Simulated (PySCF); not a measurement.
System: C4H12B2O.

```json
{"atom": "B", "x (Å)": "2.9717", "y (Å)": "-0.7208", "z (Å)": "-0.4094"}
{"atom": "O", "x (Å)": "1.9871", "y (Å)": "-0.1573", "z (Å)": "0.2170"}
{"atom": "B", "x (Å)": "0.9561", "y (Å)": "0.3702", "z (Å)": "0.7982"}
{"atom": "C", "x (Å)": "-0.5269", "y (Å)": "0.1996", "z (Å)": "0.1648"}
{"atom": "C", "x (Å)": "-0.4759", "y (Å)": "-0.1127", "z (Å)": "-1.3354"}
{"atom": "C", "x (Å)": "-1.3739", "y (Å)": "1.4605", "z (Å)": "0.3772"}
{"atom": "C", "x (Å)": "-1.2079", "y (Å)": "-0.9764", "z (Å)": "0.8852"}
{"atom": "H", "x (Å)": "3.5829", "y (Å)": "-0.1053", "z (Å)": "-1.2101"}
{"atom": "H", "x (Å)": "3.2505", "y (Å)": "-1.8417", "z (Å)": "-0.1627"}
{"atom": "H", "x (Å)": "1.1061", "y (Å)": "0.9449", "z (Å)": "1.8194"}
{"atom": "H", "x (Å)": "-1.4801", "y (Å)": "-0.2640", "z (Å)": "-1.7299"}
{"atom": "H", "x (Å)": "-0.0137", "y (Å)": "0.7075", "z (Å)": "-1.8812"}
{"atom": "H", "x (Å)": "0.1053", "y (Å)": "-1.0137", "z (Å)": "-1.5220"}
{"atom": "H", "x (Å)": "-0.9216", "y (Å)": "2.3147", "z (Å)": "-0.1220"}
{"atom": "H", "x (Å)": "-2.3759", "y (Å)": "1.3193", "z (Å)": "-0.0268"}
{"atom": "H", "x (Å)": "-1.4597", "y (Å)": "1.6909", "z (Å)": "1.4364"}
{"atom": "H", "x (Å)": "-1.2562", "y (Å)": "-0.7955", "z (Å)": "1.9567"}
{"atom": "H", "x (Å)": "-0.6549", "y (Å)": "-1.8983", "z (Å)": "0.7183"}
{"atom": "H", "x (Å)": "-2.2226", "y (Å)": "-1.1126", "z (Å)": "0.5130"}
```

Geometry: GFN2-xTB.

Theory: PySCF 2.14.0, PBE0/pcSseg-1, SCF density, gas phase, non-relativistic.

### Predict the electron density and electron localisation function between the atoms.

B–O (1.30 Å): ρ at the midpoint is about 2.3 e/Å³; the ELF peaks at about 0.90 between the atoms: a polar covalent bond.
C–B (1.62 Å): ρ is about 1.3 e/Å³ halfway; the ELF peaks at about 1 between the atoms: a shared electron pair.
B–H (1.18 Å): ρ is about 1.3 e/Å³ halfway; the ELF climbs to about 1 towards the hydrogen, as it does in any bond to H: a covalent bond by its length.

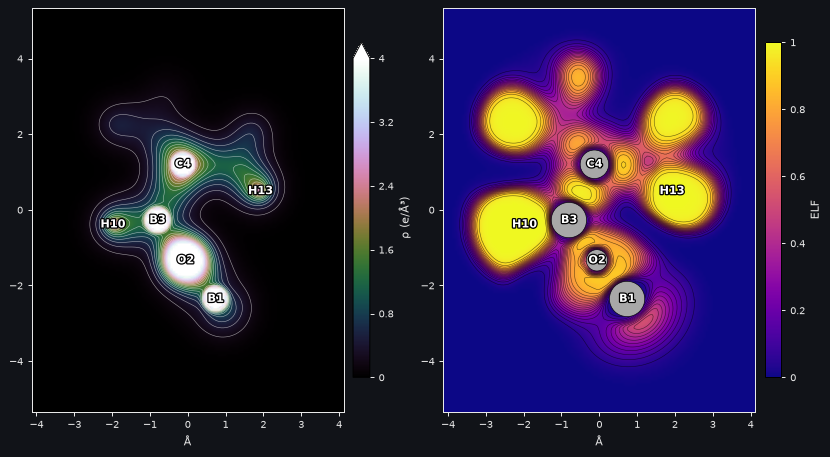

Computed electron density and electron localisation function on the plane of atoms O2, B3 and C4, in this order. Grey discs cover the atomic cores in the ELF map. 
